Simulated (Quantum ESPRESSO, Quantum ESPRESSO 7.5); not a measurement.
# 1T-PtTe2, 2 layers, AA stacking: a series in the field along the normal

Wanted: a table for 1T-PtTe2, 2 layers, AA stacking against the field along the normal, and what can be fitted to it.

Main program and level: Quantum ESPRESSO 7.5; plane-wave DFT, PBE, GBRV ultrasoft pseudopotentials (geometry by pw.x at PBE-D3(BJ), GBRV ultrasoft).

### 1. Set-up

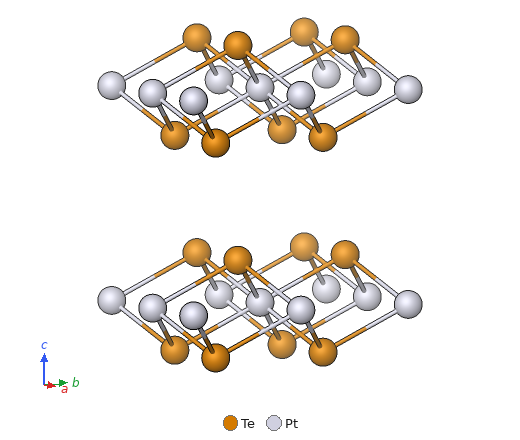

The starting structure, seen from the side, with the c axis up (tellurium orange, platinum light grey). 2×2×1 cells are drawn. Some periodic images of atoms are drawn too.

The cell holds 6 atoms: 4 Te and 2 Pt. Its edges and angles: a = 4.020 Å, b = 4.020 Å, c = 25.097 Å, α = 90.0°, β = 90.0°, γ = 120.0°. It derives from PtTe2. Vacuum lies along c.

Set-up: Cell and atoms are relaxed without a field with a D3(BJ) correction and then held. Sawtooth field with dipole correction, 17 Å of vacuum in the starting cell, Fermi-Dirac smearing of 0.002 Ry; bands along a path at each field.

Members -0.05, 0.1, -0.1, 0.2, -0.2, 0.3 and -0.3 took the same steps and show in the table alone.

### 2. Variable-cell relaxation of the reference

What the set-up leaves free in this member is relaxed.

Input file ref.relax.in:

```
&control
  prefix = 'ref.relax'
  outdir = './out'
  pseudo_dir = './pseudo'
  nstep = 80
  forc_conv_thr = 0.0004
  calculation = 'vc-relax'
  etot_conv_thr = 1e-06
/
&system
  ibrav = 0
  nat = 6
  ntyp = 2
  ecutwfc = 50
  ecutrho = 250
  vdw_corr = 'grimme-d3'
  dftd3_version = 4
  occupations = 'smearing'
  smearing = 'fd'
  degauss = 0.004
/
&electrons
  conv_thr = 1e-09
  mixing_beta = 0.4
  electron_maxstep = 120
  mixing_mode = 'plain'
/
&ions
/
&cell
  cell_dofree = '2Dxy'
  press_conv_thr = 0.3
/
ATOMIC_SPECIES
  Te  127.6000  te_pbe_v1.uspp.F.UPF
  Pt  195.0840  pt_pbe_v1.4.uspp.F.UPF
CELL_PARAMETERS angstrom
  4.02000000000000 0.00000000000000 0.00000000000000
  -2.01000000000000 3.48142212321344 0.00000000000000
  0.00000000000000 0.00000000000000 25.09665355115104
ATOMIC_POSITIONS crystal
  Te  0.666666666700 0.333333333300 0.338690574131
  Pt  0.000000000000 0.000000000000 0.387468527147
  Te  0.333333333300 0.666666666700 0.436246480164
  Te  0.666666666700 0.333333333300 0.563753519836
  Pt  0.000000000000 0.000000000000 0.612531472853
  Te  0.333333333300 0.666666666700 0.661309425869
K_POINTS automatic
  12 12 1 0 0 0
```

Started as:

```bash
$ OMP_NUM_THREADS=1 mpirun -n 4 pw.x -nk 4 -in ref.relax.in > ref.relax.out
```

What it wrote:

```text
Program PWSCF v.7.5 starts
[citation notice left out]

     Parallel version (MPI & OpenMP), running on       4 processor cores
     Number of MPI processes:                 4
     Threads/MPI process:                     1

     MPI processes distributed on     1 nodes
[...]
Current dimensions of program PWSCF are:
     Max number of different atomic species (ntypx) = 10
     Max number of k-points (npk) =  40000
     Max angular momentum in pseudopotentials (lmaxx) =  4
     Message from routine setup:
     using ibrav=0 with symmetry is DISCOURAGED, use correct ibrav instead

     K-points division:     npool     =       4
     Subspace diagonalization in iterative solution of the eigenvalue problem:
     a serial algorithm will be used

     G-vector sticks info
     --------------------
     sticks:   dense  smooth     PW     G-vecs:    dense   smooth      PW
     Sum        1003     805    235               158093   113085   17725

     Using Slab Decomposition

     bravais-lattice index     =            0
     lattice parameter (alat)  =       7.5967  a.u.
     unit-cell volume          =    2370.2555 (a.u.)^3
     number of atoms/cell      =            6
     number of atomic types    =            2
     number of electrons       =        56.00
     number of Kohn-Sham states=           34
     kinetic-energy cutoff     =      50.0000  Ry
     charge density cutoff     =     250.0000  Ry
     scf convergence threshold =      1.0E-09
     mixing beta               =       0.4000
     number of iterations used =            8  plain     mixing
     energy convergence thresh.=      1.0E-06
     force convergence thresh. =      4.0E-04
     press convergence thresh. =      3.0E-01
     Exchange-correlation=  SLA  PW   PBX  PBC
                           (   1   4   3   4   0   0   0)
     nstep                     =           80

     celldm(1)=   7.596699  celldm(2)=   0.000000  celldm(3)=   0.000000
     celldm(4)=   0.000000  celldm(5)=   0.000000  celldm(6)=   0.000000

     crystal axes: (cart. coord. in units of alat)
               a(1) = (   1.000000   0.000000   0.000000 )
               a(2) = (  -0.500000   0.866025   0.000000 )
               a(3) = (   0.000000   0.000000   6.242949 )

     reciprocal axes: (cart. coord. in units 2 pi/alat)
               b(1) = (  1.000000  0.577350 -0.000000 )
               b(2) = (  0.000000  1.154701  0.000000 )
               b(3) = (  0.000000 -0.000000  0.160181 )

     PseudoPot. # 1 for Te read from file:
     ./pseudo/te_pbe_v1.uspp.F.UPF
     Pseudo is Ultrasoft + core correction, Zval =  6.0
     Generated by new atomic code, or converted to UPF format
     Using radial grid of  891 points,  5 beta functions with:
                l(1) =   0
                l(2) =   0
                l(3) =   1
                l(4) =   1
                l(5) =   2
     Q(r) pseudized with  6 coefficients,  rinner =    1.800   1.800   1.800
                                                       1.800   1.800

     PseudoPot. # 2 for Pt read from file:
     ./pseudo/pt_pbe_v1.4.uspp.F.UPF
     Pseudo is Ultrasoft + core correction, Zval = 16.0
     Generated by new atomic code, or converted to UPF format
     Using radial grid of  985 points,  6 beta functions with:
                l(1) =   0
                l(2) =   0
                l(3) =   1
                l(4) =   1
                l(5) =   2
                l(6) =   2
     Q(r) pseudized with  8 coefficients,  rinner =    1.300   1.300   1.300
                                                       1.300   1.300

     atomic species   valence    mass     pseudopotential
     Te                6.00   127.60000     Te( 1.00)
     Pt               16.00   195.08400     Pt( 1.00)

     12 Sym. Ops., with inversion, found

   Cartesian axes

     site n.     atom                  positions (alat units)
         1        Te     tau(   1) = (   0.5000000   0.2886751   2.1144279  )
         2        Pt     tau(   2) = (   0.0000000   0.0000000   2.4189461  )
         3        Te     tau(   3) = (  -0.0000000   0.5773503   2.7234644  )
         4        Te     tau(   4) = (   0.5000000   0.2886751   3.5194843  )
         5        Pt     tau(   5) = (   0.0000000   0.0000000   3.8240025  )
         6        Te     tau(   6) = (  -0.0000000   0.5773503   4.1285208  )

     --------------------------------------------
     DFT-D3 Dispersion Correction (3-body terms):
     --------------------------------------------
       Reference C6 values for interpolation:

         atom   Coordination number   C6
         Te         0.000           851.07
         Te         0.981           850.20
         Te         1.964           837.16
         Pt         0.000           782.29
         Pt         1.919           692.72
         Pt         6.667           673.75

       Values used:

         atom   Coordination number  R0_AB[au]  C6      C8
         Te         4.375            3.676    837.16  84978.05
         Pt         5.881            3.168    673.75  70061.90
         Te         4.573            3.676    837.16  84978.05
         Te         4.573            3.676    837.16  84978.05
         Pt         5.881            3.168    673.75  70061.90
         Te         4.375            3.676    837.16  84978.05

         Molecular C6 ( Ry / a.u.^6 ) =     28072.52

     number of k points=    19  Fermi-Dirac smearing, width (Ry)=  0.0040
                       cart. coord. in units 2pi/alat
        k(    1) = (   0.0000000   0.0000000   0.0000000), wk =   0.0138889
        k(    2) = (   0.0000000   0.0962250   0.0000000), wk =   0.0833333
        k(    3) = (   0.0000000   0.1924501   0.0000000), wk =   0.0833333
        k(    4) = (   0.0000000   0.2886751   0.0000000), wk =   0.0833333
        k(    5) = (   0.0000000   0.3849002   0.0000000), wk =   0.0833333
        k(    6) = (   0.0000000   0.4811252   0.0000000), wk =   0.0833333
        k(    7) = (   0.0000000  -0.5773503   0.0000000), wk =   0.0416667
        k(    8) = (   0.0833333   0.1443376   0.0000000), wk =   0.0833333
        k(    9) = (   0.0833333   0.2405626   0.0000000), wk =   0.1666667
        k(   10) = (   0.0833333   0.3367877   0.0000000), wk =   0.1666667
[...]
k(   19) = (   0.3333333   0.5773503   0.0000000), wk =   0.0277778

     Dense  grid:   158093 G-vectors     FFT dimensions: (  40,  40, 240)

     Smooth grid:   113085 G-vectors     FFT dimensions: (  36,  36, 216)

     Estimated max dynamical RAM per process >     286.84 MB

     Estimated total dynamical RAM >       1.01 GB
[...]
atom    1 type  1   force =     0.00000000    0.00000000   -0.02275314
     atom    2 type  2   force =     0.00000000    0.00000000    0.00613186
     atom    3 type  1   force =     0.00000000   -0.00000000    0.03019603
     atom    4 type  1   force =    -0.00000000   -0.00000000   -0.03019603
     atom    5 type  2   force =    -0.00000000    0.00000000   -0.00613186
     atom    6 type  1   force =     0.00000000    0.00000000    0.02275314

     Total force =     0.054168     Total SCF correction =     0.000044

     Computing stress (Cartesian axis) and pressure

     negative rho (up, down):  3.451E-01 0.000E+00
          total   stress  (Ry/bohr**3)                   (kbar)     P=        2.50
   0.00000170  -0.00000000   0.00000000            0.25       -0.00        0.00
  -0.00000000   0.00000170   0.00000000           -0.00        0.25        0.00
  -0.00000000  -0.00000000   0.00004752           -0.00       -0.00        6.99

     Energy error            =      1.6E-02 Ry
     Gradient error          =      3.0E-02 Ry/Bohr
     Cell gradient error     =      2.5E-01 kbar

     number of scf cycles    =   3
     number of bfgs steps    =   2

     enthalpy           old  =    -527.6857283528 Ry
     enthalpy           new  =    -527.7020234246 Ry

     CASE: enthalpy          _new < enthalpy          _old

     new trust radius        =       0.0865417294 bohr
     new conv_thr            =       0.0000000008 Ry

     new unit-cell volume =   2440.61250 a.u.^3 (   361.66146 Ang^3 )
     density =      4.13488 g/cm^3

CELL_PARAMETERS (angstrom)
   4.079227171  -0.000000000   0.000000000
  -2.039613585   3.532714358   0.000000000
   0.000000000   0.000000000  25.096653551

ATOMIC_POSITIONS (crystal)
Te               0.6666666667        0.3333333333        0.3335651796
Pt               0.0000000000        0.0000000000        0.3882949505
Te               0.3333333333        0.6666666667        0.4418722435
Te               0.6666666667        0.3333333333        0.5581277565
Pt              -0.0000000000        0.0000000000        0.6117050495
Te               0.3333333333        0.6666666667        0.6664348204

[...]
NEW-OLD atomic charge density approx. for the potential
     New effective cutoffs (rho, wfc):  249.44   49.97

     negative rho (up, down):  3.476E-01 0.000E+00

     total cpu time spent up to now is      166.2 secs

     per-process dynamical memory:   162.8 Mb

[...]
!    total energy              =    -527.70723750 Ry
[...]
Total force =     0.018512     Total SCF correction =     0.000031
[...]
number of bfgs steps    =   3
[...]
new trust radius        =       0.0380354382 bohr
[...]
!    total energy              =    -527.70856437 Ry
[...]
Total force =     0.011991     Total SCF correction =     0.000037
[...]
number of bfgs steps    =   4
[...]
new trust radius        =       0.0418389821 bohr
[...]
!    total energy              =    -527.71015850 Ry
[...]
Total force =     0.011636     Total SCF correction =     0.000009
[...]
number of bfgs steps    =   5
[...]
new trust radius        =       0.0627584731 bohr
[...]
!    total energy              =    -527.71830700 Ry
[...]
Total force =     0.013886     Total SCF correction =     0.000075
[...]
number of bfgs steps    =  15
[...]
new trust radius        =       0.1083756071 bohr
[...]
Self-consistent Calculation

     iteration #  1     ecut=    50.00 Ry     beta= 0.40
     Davidson diagonalization with overlap
     ethr =  1.00E-06,  avg # of iterations = 11.2

     negative rho (up, down):  3.611E-01 0.000E+00

     total cpu time spent up to now is      825.1 secs

     total energy              =    -527.71018814 Ry
     estimated scf accuracy    <       0.01937819 Ry

[...]
iteration # 11     ecut=    50.00 Ry     beta= 0.40
[...]
negative rho (up, down):  3.610E-01 0.000E+00

[...]
End of self-consistent calculation

          k = 0.0000 0.0000 0.0000 ( 14225 PWs)   bands (ev):

   -51.3841 -51.3841 -51.3841 -51.3841 -51.3241 -51.3240 -11.7702 -11.1022
    -9.7751  -8.8874  -4.1116  -3.5085  -3.5085  -3.4545  -3.4545  -2.8742
    -1.6751  -1.6751  -1.6509  -1.6509  -0.5228  -0.0837   0.5072   1.1550
     1.1550   1.6069   1.6069   2.4648   3.4461   3.4461   4.1379   4.1379
     5.1274   5.4877

          k = 0.0000 0.0962 0.0000 ( 14207 PWs)   bands (ev):

   -51.3844 -51.3844 -51.3841 -51.3841 -51.3240 -51.3240 -11.6972 -11.0293
    -9.7514  -8.9044  -4.0859  -3.5334  -3.4759  -3.4577  -3.4131  -2.7926
    -1.7595  -1.7210  -1.7100  -1.6813  -0.6052  -0.3144   0.5944   0.9135
     1.0833   1.3334   1.5671   2.5515   3.1627   3.3165   3.6298   4.0822
     5.5670   5.6847

          k = 0.0000 0.1923 0.0000 ( 14205 PWs)   bands (ev):

   -51.3852 -51.3852 -51.3843 -51.3843 -51.3239 -51.3239 -11.4842 -10.8185
    -9.6860  -8.9565  -4.0559  -3.5574  -3.3881  -3.3844  -3.3015  -2.6476
    -2.0830  -1.9198  -1.8183  -1.7467  -0.9305  -0.7580   0.4936   0.7495
     0.8425   1.1706   1.3869   1.7048   2.7649   3.1067   3.4819   3.9848
     5.7057   5.9965

          k = 0.0000 0.2885 0.0000 ( 14159 PWs)   bands (ev):

   -51.3862 -51.3862 -51.3846 -51.3846 -51.3237 -51.3237 -11.1511 -10.4965
    -9.5957  -9.0455  -4.0720  -3.6013  -3.2811  -3.1584  -3.1574  -2.8962
    -2.5000  -2.1171  -1.8759  -1.7750  -1.2082  -1.0382   0.0091   0.4328
     0.5206   0.6521   0.9990   1.6019   2.1578   2.9981   3.4830   3.9752
     5.4119   5.9773

          k = 0.0000 0.3846 0.0000 ( 14163 PWs)   bands (ev):

   -51.3873 -51.3873 -51.3849 -51.3849 -51.3235 -51.3235 -10.7394 -10.1186
    -9.5074  -9.1723  -4.2509  -3.8927  -3.4185  -3.2075  -3.0440  -2.8484
    -2.6061  -2.0187  -1.7979  -1.6813  -1.3192  -1.0995  -0.6484  -0.1544
    -0.0719   0.1922   0.4752   1.3153   2.4125   2.9784   3.3412   4.0439
     5.3736   5.4960

          k = 0.0000 0.4808 0.0000 ( 14114 PWs)   bands (ev):

   -51.3881 -51.3881 -51.3850 -51.3850 -51.3234 -51.3234 -10.3304  -9.7832
    -9.4590  -9.3262  -4.6751  -4.3451  -3.4488  -3.1855  -2.9921  -2.5876
    -2.3926  -1.9607  -1.5524  -1.4518  -1.3411  -1.1533  -0.9599  -0.7874
    -0.5849  -0.2784  -0.0418   0.9170   2.6739   2.9864   3.4875   4.1159
     5.1139   5.4302

[...]
the Fermi energy is     2.1461 ev

!    total energy              =    -527.71881972 Ry
     estimated scf accuracy    <          9.7E-11 Ry
     smearing contrib. (-TS)   =      -0.00158623 Ry
     internal energy E=F+TS    =    -527.71723348 Ry

     The total energy is F=E-TS. E is the sum of the following terms:
     one-electron contribution =   -2549.70081462 Ry
     hartree contribution      =    1286.42686862 Ry
     xc contribution           =    -171.66324915 Ry
     ewald contribution        =     907.40863414 Ry
     DFT-D3 Dispersion         =      -0.18867249 Ry

     convergence has been achieved in  11 iterations

     negative rho (up, down):  3.610E-01 0.000E+00

     Forces acting on atoms (cartesian axes, Ry/au):

     atom    1 type  1   force =     0.00000000    0.00000000   -0.00299407
     atom    2 type  2   force =     0.00000000    0.00000000   -0.00243029
     atom    3 type  1   force =     0.00000000    0.00000000    0.00487107
     atom    4 type  1   force =     0.00000000    0.00000000   -0.00487107
     atom    5 type  2   force =     0.00000000    0.00000000    0.00243029
     atom    6 type  1   force =    -0.00000000   -0.00000000    0.00299407

     Total force =     0.008786     Total SCF correction =     0.000081

     Computing stress (Cartesian axis)
```

The job ended after 19 min (4 MPI ranks of Arm Neoverse V2, shared host; peak memory 1.2 GiB).

Relaxation path:

| step | energy less that of the first step (eV) | largest force (eV/Å) | volume (Å³) |
| --- | --- | --- | --- |
| 1 | 0.0000 | 2.2070 | 351.24 |
| 2 | -0.4193 | 1.4396 | 356.30 |
| 3 | -0.6410 | 0.7764 | 360.15 |
| 4 | -0.7119 | 0.3040 | 361.66 |
| 5 | -0.7300 | 0.1696 | 360.65 |
| 6 | -0.7517 | 0.1643 | 358.36 |
| 7 | -0.7814 | 0.2398 | 353.81 |
| 8 | -0.8042 | 0.2386 | 347.02 |
| 9 | -0.8086 | 0.1714 | 345.42 |
| 10 | -0.8118 | 0.0947 | 344.90 |
| 11 | -0.8146 | 0.1368 | 344.96 |
| 12 | -0.8184 | 0.1748 | 345.15 |
| 13 | -0.8245 | 0.2111 | 345.49 |
| 14 | -0.8340 | 0.2425 | 346.08 |
| 15 | -0.8474 | 0.2584 | 347.10 |
| 16 | -0.8625 | 0.2298 | 348.96 |
| 17 | -0.8695 | 0.1252 | 351.73 |
| 18 | -0.8711 | 0.0867 | 352.26 |
| 19 | -0.8720 | 0.0230 | 352.24 |
| 20 | -0.8721 | 0.0017 | 352.10 |
| 21 | -0.8721 | 0.0009 | 352.08 |
| 22 | -0.8722 | 0.0013 | 352.08 |

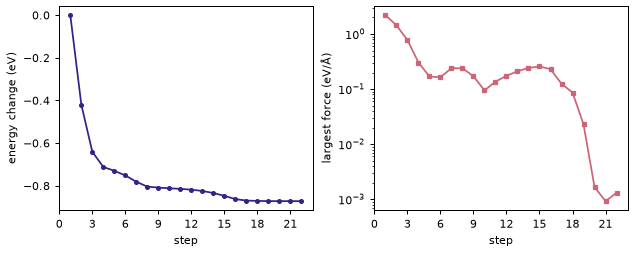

Energy and largest force along the relaxation.

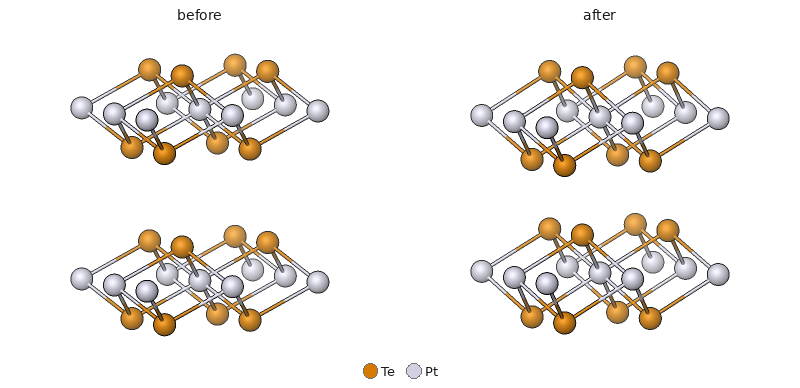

Before and after, at one scale.

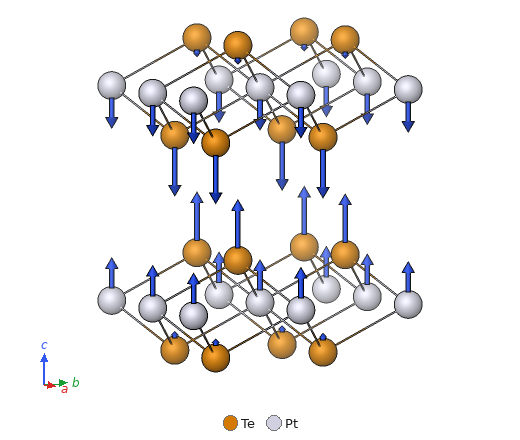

Displacements in the relaxation, exaggerated, measured against the changing cell; the longest in the cell stands for 0.39 Å. 2×2×1 cells are drawn. Some periodic images of atoms are drawn too.

| cell as run | before | after | change |
| --- | --- | --- | --- |
| a (Å) | 4.020 | 4.025 | +0.1 % |
| b (Å) | 4.020 | 4.025 | +0.1 % |

The atoms that moved most (Å, along periodic axes as changes of fractional coordinates times the final cell, across vacuum about the mean position):

| atom | dx | dy | dz | length |
| --- | --- | --- | --- | --- |
| Te3 | 0.000 | 0.000 | 0.394 | 0.394 |
| Te4 | 0.000 | 0.000 | -0.394 | 0.394 |
| Pt2 | 0.000 | 0.000 | 0.251 | 0.251 |
| Pt5 | 0.000 | 0.000 | -0.251 | 0.251 |
| Te6 | 0.000 | 0.000 | -0.059 | 0.059 |
| Te1 | 0.000 | 0.000 | 0.059 | 0.059 |

Final coordinates:

```xyz
6
Lattice="4.0249 0.0000 0.0000 -2.0124 3.4856 0.0000 0.0000 0.0000 25.0967" Properties=species:S:1:pos:R:3
Te    2.0124    1.1619    8.5590
Pt    0.0000    0.0000    9.9756
Te    0.0000    2.3238   11.3420
Te    2.0124    1.1619   13.7547
Pt    0.0000    0.0000   15.1210
Te    0.0000    2.3238   16.5377
```

 The last row is no step: it is a fresh SCF in the final cell with a new plane-wave basis, -0 meV from the row before.

Read from the output:

```
free energy             : -7179.9830 eV
energy at zero smearing : -7179.9721 eV
Fermi energy            : 2.124 eV
```

(Part 1 of 4 ends here.)

[Logs are printed without paths, hosts, clocks, repeated set-up lines and the standing remarks that a program may print on its own settings, such as how far it seeks lower states.]

[Hosts, paths, dates, database ids (printed as entryN), source tags and the programs' standing remarks are cut or masked in the printed files.]

[Maps of the electrostatic potential energy from Ansatz leave out the sawtooth potential of an applied field or a dipole correction, so their vacuum need not be flat; planar profiles and work functions include it.]
